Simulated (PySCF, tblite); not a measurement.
# C₅H₁₅BOSi: geometry, infrared bands and NMR shifts

Wanted: the infrared bands and NMR shifts of C₅H₁₅BOSi (`CC[C@@H]1[SiH2]C[BH2-][O+]1C`), by calculation.

Computed with tblite 0.8.0 and PySCF 2.14.0, with density-fitted response routines of our own, on a single molecule in the gas phase. Atoms are numbered from 0 throughout.

## 1. The molecule as given

23 atoms, charge 0, multiplicity 1; geometry from: force field or distance geometry start.

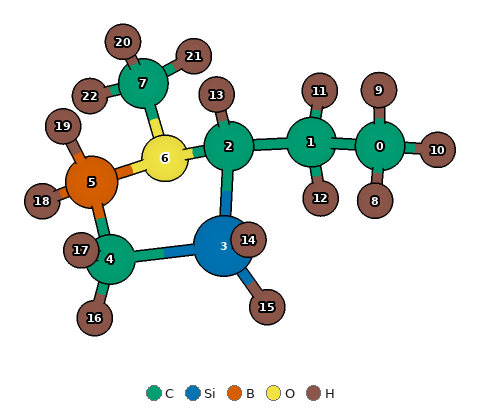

The starting geometry (carbon teal, silicon blue, boron orange, oxygen yellow, hydrogen brown), atoms numbered; sticks join atoms by distance.

## 2. Geometry optimisation with GFN2-xTB

Job settings and geometry (Å):

```
{"job": {"kind": "relax", "xc": "GFN2-xTB", "basis": "xTB"}, "charge": 0, "multiplicity": 1}
C      2.736300    -0.435300     0.378700
C      1.659600     0.435700    -0.295400
C      0.299700     0.147500     0.270900
Si    -0.056300    -1.650800    -0.076000
C     -1.921900    -1.445400    -0.213300
B     -2.007900     0.118200    -0.061200
O     -0.741400     0.725300    -0.471200
C     -0.889400     2.094500    -0.133200
H      2.501300    -1.504600     0.292800
H      2.843600    -0.155300     1.453900
H      3.670600    -0.242000    -0.179500
H      1.942100     1.488500    -0.291500
H      1.681500     0.107400    -1.356600
H      0.215300     0.377500     1.346300
H      0.323700    -2.530700     1.029600
H      0.509100    -2.018400    -1.349900
H     -2.311500    -1.830500    -1.171300
H     -2.393100    -1.908200     0.682200
H     -2.833600     0.515000    -0.818000
H     -2.341900     0.475700     1.032000
H     -1.133000     2.115200     0.970900
H      0.010600     2.683200    -0.348300
H     -1.768100     2.464700    -0.681900
```

Command:

```sh
> OMP_NUM_THREADS=1 python probes_run.py task.json out
```

One launch serves the whole session: the jobs run in the order shown.

Standard output:

```text
step      E/eV     max force
  0    -689.48099    3.154
  1    -689.82346    1.567
  2    -690.02646    0.878
  3    -690.10879    0.683
  4    -690.20051    0.492
  5    -690.24861    0.436
  6    -690.28423    0.379
  7    -690.31236    0.322
  8    -690.33561    0.320
  9    -690.35583    0.319
 10    -690.37103    0.288
 11    -690.37961    0.194
 12    -690.38471    0.154
 13    -690.38905    0.164
 14    -690.39391    0.184
 15    -690.39897    0.183
 16    -690.40317    0.136
 17    -690.40626    0.112
 18    -690.40895    0.114
 19    -690.41209    0.154
 20    -690.41533    0.150
 21    -690.41767    0.101
 22    -690.41925    0.082
 23    -690.42074    0.094
 24    -690.42241    0.117
 25    -690.42408    0.096
 26    -690.42542    0.077
 27    -690.42646    0.058
 28    -690.42739    0.060
 29    -690.42827    0.063
 30    -690.42903    0.054
 31    -690.42968    0.058
 32    -690.43033    0.061
 33    -690.43103    0.058
 34    -690.43173    0.065
 35    -690.43234    0.051
 36    -690.43284    0.052
 37    -690.43325    0.043
 38    -690.43360    0.044
 39    -690.43393    0.044
 40    -690.43427    0.049
 41    -690.43465    0.057
 42    -690.43505    0.048
 43    -690.43544    0.046
 44    -690.43580    0.057
 45    -690.43617    0.052
 46    -690.43653    0.041
 47    -690.43686    0.044
 48    -690.43716    0.042
 49    -690.43747    0.053
 50    -690.43780    0.048
 51    -690.43813    0.046
 52    -690.43845    0.042
 53    -690.43872    0.040
 54    -690.43896    0.044
 55    -690.43919    0.033
 56    -690.43945    0.032
 57    -690.43975    0.041
 58    -690.44007    0.041
 59    -690.44035    0.036
 60    -690.44058    0.037
 61    -690.44079    0.034
 62    -690.44100    0.034
 63    -690.44119    0.037
 64    -690.44134    0.025
 65    -690.44144    0.022
 66    -690.44152    0.024
 67    -690.44158    0.020
 68    -690.44164    0.017
 69    -690.44170    0.013
 70    -690.44173    0.013
 71    -690.44177    0.011
 72    -690.44180    0.012
 73    -690.44183    0.013
 74    -690.44185    0.012
 75    -690.44188    0.013
 76    -690.44192    0.015
 77    -690.44196    0.016
 78    -690.44200    0.013
 79    -690.44204    0.014
 80    -690.44208    0.014
 81    -690.44211    0.014
 82    -690.44216    0.014
 83    -690.44220    0.014
 84    -690.44225    0.015
 85    -690.44231    0.016
 86    -690.44236    0.014
 87    -690.44240    0.014
 88    -690.44243    0.013
 89    -690.44246    0.010
 90    -690.44249    0.009
```

It took 1.3 s on 1 thread of Arm Neoverse N1, shared host.

Step by step: (not every step is listed)

```
step  energy from step 0 (eV)  largest force (eV/Å)
   0                   0.0000                3.1539
   1                  -0.3425                1.5672
   2                  -0.5455                0.8781
   3                  -0.6278                0.6825
   4                  -0.7195                0.4916
   5                  -0.7676                0.4356
   6                  -0.8032                0.3794
   7                  -0.8314                0.3219
   8                  -0.8546                0.3200
  15                  -0.9180                0.1832
  22                  -0.9383                0.0821
  29                  -0.9473                0.0634
  36                  -0.9519                0.0523
  43                  -0.9544                0.0458
  50                  -0.9568                0.0479
  57                  -0.9588                0.0405
  64                  -0.9603                0.0252
  71                  -0.9608                0.0110
  78                  -0.9610                0.0135
  85                  -0.9613                0.0161
  86                  -0.9614                0.0139
  87                  -0.9614                0.0142
  88                  -0.9614                0.0129
  89                  -0.9615                0.0104
  90                  -0.9615                0.0090
```

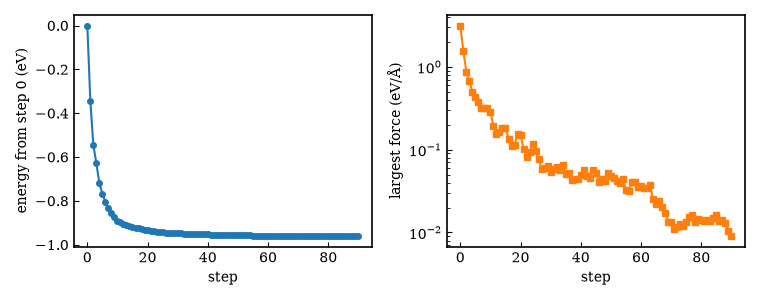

Energy and largest force along the relaxation.

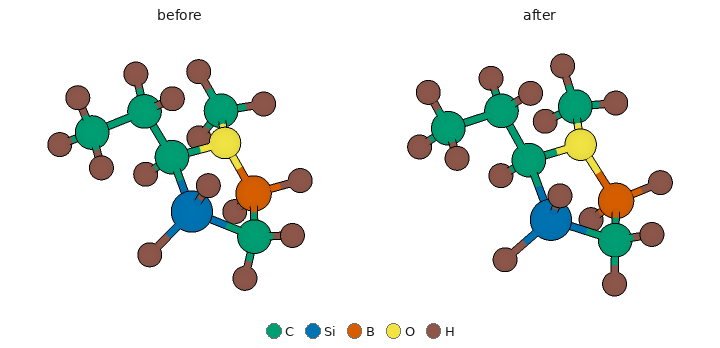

Before and after, at one scale.

Distances of close pairs at the start and the end, largest changes first:

```
   bond  before (Å)  after (Å)  change (Å)
  B5–O6       1.463      1.668      +0.205
 C2–Si3       1.866      1.933      +0.068
  C4–B5       1.573      1.632      +0.059
  C2–O6       1.403      1.443      +0.040
 C7–H20       1.131      1.095      -0.036
Si3–H15       1.441      1.470      +0.029
  C0–H9       1.116      1.088      -0.028
 C4–H17       1.113      1.089      -0.024
```

The end geometry stands in the next job.

## 3. Infrared spectrum with GFN2-xTB

Job settings and geometry (Å):

```
{"job": {"kind": "ir", "xc": "GFN2-xTB", "basis": "xTB"}, "charge": 0, "multiplicity": 1}
C      2.792866    -0.340475     0.343552
C      1.668077     0.458264    -0.302647
C      0.311890     0.048340     0.260990
Si    -0.167138    -1.802880    -0.023583
C     -2.010569    -1.518568    -0.246294
B     -2.240217     0.077511     0.007353
O     -0.767352     0.753016    -0.388670
C     -0.770988     2.148816    -0.167802
H      2.683962    -1.400685     0.131929
H      2.781079    -0.204249     1.422786
H      3.756696    -0.007426    -0.034617
H      1.862515     1.521383    -0.128492
H      1.667489     0.289360    -1.382330
H      0.284136     0.294219     1.332121
H      0.278255    -2.571683     1.145502
H      0.559767    -2.271846    -1.212502
H     -2.327576    -1.824604    -1.243474
H     -2.594745    -2.120016     0.448156
H     -2.991363     0.600451    -0.750132
H     -2.423637     0.359788     1.152289
H     -0.730097     2.379723     0.901934
H      0.072004     2.618972    -0.677952
H     -1.699804     2.539572    -0.578037
```

Standard output:

```text
mode    cm-1     km/mol
  1      53.8      0.73
  2      96.8      3.16
  3     112.6      5.47
  4     163.4      1.31
  5     195.9      0.19
  6     210.8      0.76
  7     266.0      0.49
  8     302.4      5.92
  9     339.5      1.52
 10     385.3      4.82
 11     394.9      2.19
 12     429.6      4.99
 13     471.4     54.67
 14     541.1     25.02
 15     574.0     12.38
 16     655.3     11.22
 17     684.7    217.05
 18     686.8     41.22
 19     777.3    150.29
 20     801.2    212.50
 21     848.9      1.24
 22     856.9     84.72
 23     886.1     20.48
 24     918.8     47.10
 25     952.4      1.82
 26     972.3     17.41
 27    1023.0     41.40
 28    1046.6     10.27
 29    1065.8     32.06
 30    1083.7    148.42
 31    1100.4     17.32
 32    1136.6      7.14
 33    1138.6      9.47
 34    1144.6     23.14
 35    1150.8     11.51
 36    1231.0    105.82
 37    1236.1      6.52
 38    1277.6      7.98
 39    1312.0      3.71
 40    1345.0      3.92
 41    1404.8      1.01
 42    1415.5      4.05
 43    1468.1      5.56
 44    1475.2      7.77
 45    1480.6      1.75
 46    1498.0      4.13
 47    1499.3      1.43
 48    1502.8      0.78
 49    2199.0    420.69
 50    2221.8    254.95
 51    2429.8    224.88
 52    2480.7    231.16
 53    2869.5     59.81
 54    2937.7     52.86
 55    2943.3     29.06
 56    2974.0     19.45
 57    2976.6     67.94
 58    2985.5     37.40
 59    3002.8     31.77
 60    3032.1     43.16
 61    3036.5     38.08
 62    3038.8     10.02
 63    3047.5     30.72
```

Wall time 1.7 s (1 thread of Arm Neoverse N1, shared host).

The strongest bands and the atoms that carry them (share of the mass-weighted mode):

```
cm⁻¹  km/mol                                  atoms
 685   217.1                     H15 46 %, H14 33 %
 777   150.3            H14 35 %, H15 33 %, C4 17 %
 801   212.5  C4 27 %, Si3 26 %, H14 17 %, H15 15 %
1084   148.4           H19 35 %, H18 18 %, H16 10 %
2199   420.7                               H15 89 %
2222   254.9                               H14 89 %
2430   224.9                               H19 91 %
2481   231.2                               H18 92 %
```

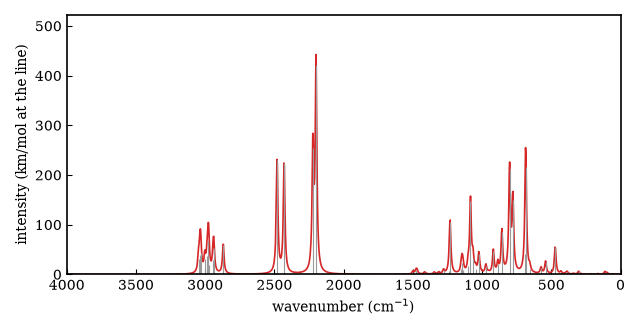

The infrared spectrum from these modes, unscaled. Lines are broadened to a width of 14 cm⁻¹ (Lorentzian).

## 4. Nuclear shieldings: PBE0/pcSseg-1

Same as in step 3 but for these lines:

```diff
@@ -1,2 +1,2 @@
-{"job": {"kind": "ir", "xc": "GFN2-xTB", "basis": "xTB"}, "charge": 0, "multiplicity": 1}
+{"job": {"kind": "nmr", "xc": "PBE0", "basis": "pcSseg-1"}, "charge": 0, "multiplicity": 1}
 C      2.792866    -0.340475     0.343552
```

Level: GIAO PBE0/pcSseg-1 NMR shielding, non-relativistic, gas phase.

Standard output:

```text
coarse grid: 18528 points
cycle   1  E = -588.4409768545  dE =  6.981e-01  |g| = 5.320e-01  |ddm| = 4.058e+00
cycle   2  E = -588.4139381966  dE =  2.704e-02  |g| = 6.296e-01  |ddm| = 1.134e+00
cycle   3  E = -588.5148417682  dE = -1.009e-01  |g| = 8.195e-02  |ddm| = 6.782e-01
cycle   4  E = -588.5159079941  dE = -1.066e-03  |g| = 4.128e-02  |ddm| = 8.493e-02
cycle   5  E = -588.5162340368  dE = -3.260e-04  |g| = 7.712e-03  |ddm| = 3.103e-02
cycle   6  E = -588.5162446455  dE = -1.061e-05  |g| = 2.873e-03  |ddm| = 8.170e-03
cycle   7  E = -588.5162466015  dE = -1.956e-06  |g| = 3.921e-04  |ddm| = 2.590e-03
final grid: 170968 points
cycle   8  E = -588.5750479085  dE = -4.861e-05  |g| = 1.433e-02  |ddm| = 3.222e-02
cycle   9  E = -588.5750107675  dE =  3.714e-05  |g| = 2.044e-02  |ddm| = 2.115e-02
cycle  10  E = -588.5750884719  dE = -7.770e-05  |g| = 1.921e-03  |ddm| = 1.237e-02
cycle  11  E = -588.5750893093  dE = -8.374e-07  |g| = 2.361e-04  |ddm| = 1.989e-03
cycle  12  E = -588.5750893208  dE = -1.151e-08  |g| = 9.982e-05  |ddm| = 3.298e-04
cycle  13  E = -588.5750893231  dE = -2.295e-09  |g| = 2.339e-05  |ddm| = 9.409e-05
cycle  14  E = -588.5750893233  dE = -1.257e-10  |g| = 4.448e-06  |ddm| = 2.509e-05
converged SCF energy = -588.5750893233

GIAO shielding tensors (ppm)
atom      isotropic    diamagn.    paramagn.     s11        s22        s33       span
  0 C      173.773     247.708     -73.936    163.410    171.067    186.841     23.431
  1 C      159.648     248.372     -88.724    147.740    160.253    170.951     23.211
  2 C      102.879     254.971    -152.092     62.928     77.869    167.840    104.912
  3 Si     370.332     882.485    -512.152    309.971    371.521    429.505    119.534
  4 C      195.544     255.743     -60.198    179.834    201.598    205.201     25.367
  5 B       91.962     187.366     -95.404     53.649     83.076    139.161     85.511
  6 O      287.490     401.192    -113.702    240.701    298.759    323.011     82.310
  7 C      125.063     245.973    -120.910     84.498    106.485    184.206     99.707
  8 H       30.880      30.166       0.714     25.565     30.966     36.110     10.546
  9 H       30.973      30.120       0.853     26.715     28.987     37.218     10.503
 10 H       30.382      27.645       2.737     25.490     27.293     38.362     12.872
 11 H       29.570      32.617      -3.048     23.726     30.453     34.530     10.804
 12 H       30.248      32.800      -2.552     26.391     29.213     35.140      8.749
 13 H       28.805      35.496      -6.691     26.631     27.900     31.885      5.253
 14 H       27.178      30.629      -3.451     23.414     25.953     32.167      8.752
 15 H       27.572      31.150      -3.578     23.576     26.794     32.344      8.768
 16 H       31.307      31.138       0.169     26.865     27.521     39.536     12.672
 17 H       31.768      30.240       1.528     27.230     27.635     40.438     13.208
 18 H       27.928      31.690      -3.761     23.356     28.479     31.951      8.595
 19 H       28.505      31.846      -3.341     23.394     29.157     32.965      9.571
 20 H       28.832      30.430      -1.598     25.332     26.167     34.997      9.665
 21 H       27.833      30.762      -2.928     22.713     26.481     34.305     11.592
 22 H       27.418      29.408      -1.990     22.671     25.524     34.060     11.389
```

Wall time 84 s (1 thread of Arm Neoverse N1, shared host); peak memory 1.1 GiB.

The references, computed at this level on geometries of the same kind, shield at (ppm): 1H TMS 31.72, 13C TMS 186.9, 29Si TMS 349.2, 17O H2O 336.1, 11B BF3·OEt2 100.1. Their shielding less the atom's gives the shift. The references are single molecules in the gas phase, so shifts against H2O, NH3, PH3, H3PO4 or CFCl3 are not on the usual liquid scales and can be off by tens of ppm. Atoms listed in one row are averaged.

```
        atoms                                                environment  σ (ppm)  δ (ppm)  δ scaled to CDCl3
           C2                                  sp3 CH bonded to O and Si    102.9     84.0               80.1
           C7                                  methyl carbon bonded to O    125.1     61.9               58.5
           C1                                                    sp3 CH2    159.6     27.3               24.7
           C0                                              methyl carbon    173.8     13.2               10.9
           C4                                 sp3 CH2 bonded to B and Si    195.5     -8.6              -10.3
          H14  hydrogen on a silicon bonded to 2 C, in a 5-membered ring    27.18     4.54                  –
          H15  hydrogen on a silicon bonded to 2 C, in a 5-membered ring    27.57     4.15                  –
          H18   hydrogen on a boron bonded to C, O, in a 5-membered ring    27.93     3.79                  –
H20, H21, H22                    hydrogen on a methyl carbon bonded to O    28.03     3.69               3.58
          H19   hydrogen on a boron bonded to C, O, in a 5-membered ring    28.51     3.21                  –
          H13                   hydrogen on an sp3 CH bonded to O and Si    28.81     2.91               2.85
          H11                                     hydrogen on an sp3 CH2    29.57     2.15               2.13
          H12                                     hydrogen on an sp3 CH2    30.25     1.47               1.49
  H8, H9, H10                                hydrogen on a methyl carbon    30.75     0.97               1.02
          H16                  hydrogen on an sp3 CH2 bonded to B and Si    31.31     0.41               0.49
          H17                  hydrogen on an sp3 CH2 bonded to B and Si    31.77    -0.05               0.06
          Si3           silicon bonded to 2 C, 2 H, in a 5-membered ring    370.3    -21.2                  –
           B5            boron bonded to C, O, 2 H, in a 5-membered ring     92.0      8.1                  –
           O6                             donor oxygen of a Lewis adduct    287.5     48.6                  –
```

The scaled column applies a straight-line fit of computed shieldings to shifts measured in CDCl3 (root-mean-square error 0.16 ppm for H, 1.9 ppm for C).

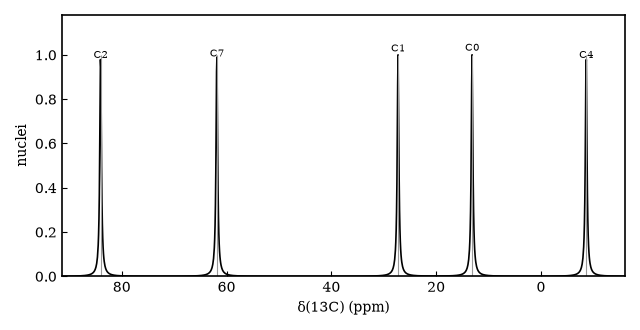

13C lines at the computed shifts, without couplings. Lines are broadened to a width of 0.37 ppm (Lorentzian).

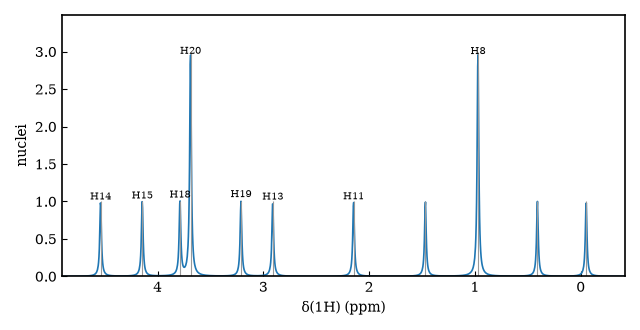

1H lines at the computed shifts, without couplings. Lines are broadened to a width of 0.02 ppm (Lorentzian).

Charges from the same density, by scheme (e):

```
atoms  Mulliken    IAO  Hirshfeld  ESP fit
   C0     -0.28  -0.41      -0.11    -0.35
   C1     -0.24  -0.25      -0.07     0.03
   C2     -0.24  -0.19      -0.03     0.04
  Si3      0.66   0.74       0.33     0.38
   C4     -0.74  -0.67      -0.24    -0.44
   B5      0.22  -0.12       0.00     0.22
   O6     -0.54  -0.19       0.01    -0.11
   C7     -0.03  -0.21      -0.01    -0.27
```

ESP fit charges:

C0 -0.35; C1 0.03; C2 0.04; Si3 0.38; C4 -0.44; B5 0.22; O6 -0.11; C7 -0.27; H8 0.09; H9 0.09; H10 0.11; H11 0.03; H12 0.03; H13 0.07; H14 -0.11; H15 -0.10; H16 0.10; H17 0.12; H18 -0.16; H19 -0.18; H20 0.13; H21 0.13; H22 0.16

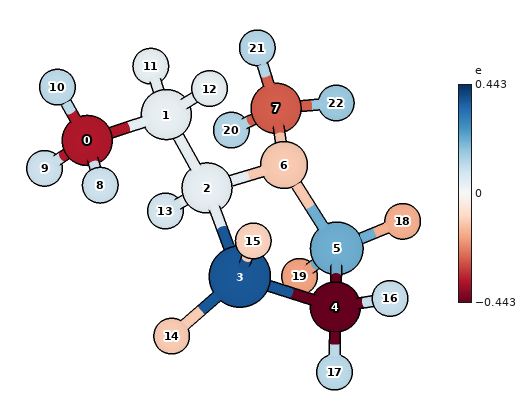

ESP fit charges, as colours on the atoms.

Mayer bond orders: C0–C1 1.06, C1–C2 1.03, C2–Si3 0.80, Si3–C4 0.99, C4–B5 0.90, B5–O6 0.44, O6–C7 0.85, O6–C2 0.75.

Ring of atoms C2, Si3, C4, B5, O6: NICS(0) -5.9, NICS(1) -3.1, NICS(1)zz -0.8 ppm (means of both faces).

## 5. What came out

| quantity | value |
| --- | --- |
| strongest single infrared mode (GFN2-xTB) | 2199 cm⁻¹, 421 km/mol |
| zero-point energy (GFN2-xTB) | 119.8 kcal/mol |
| 13C shifts against TMS (PBE0/pcSseg-1) | 84.0, 61.9, 27.3, 13.2, -8.6 ppm |
| 1H shifts against TMS (PBE0/pcSseg-1, means over atoms taken as alike) | 4.54, 4.15, 3.79, 3.69, 3.21, 2.91, 2.15, 1.47, 0.97, 0.41, -0.05 ppm |
| 29Si shifts against TMS (PBE0/pcSseg-1) | -21.2 ppm |
| 11B shifts against BF3·OEt2 (PBE0/pcSseg-1) | 8.1 ppm |
| 17O shifts against H2O (PBE0/pcSseg-1) | 48.6 ppm |

The optimisation took 90 steps and gained 0.962 eV; among the close pairs (by a distance rule), B5–O6 changed most, from 1.463 to 1.668 Å. No mode is imaginary among the 63: a minimum at this level. The strongest single mode, at 2199 cm⁻¹, moves mainly H15. GFN2-xTB is a fitted tight-binding method: band positions and strengths are rough. Its intensities can rank the bands wrongly. C2 (sp3 CH bonded to O and Si) lies farthest downfield among carbon, at 84.0 ppm; deshielded by the electronegative neighbour. At PBE0/pcSseg-1: The largest span, 120 ppm, is at Si3, where the paramagnetic term is -512 ppm.
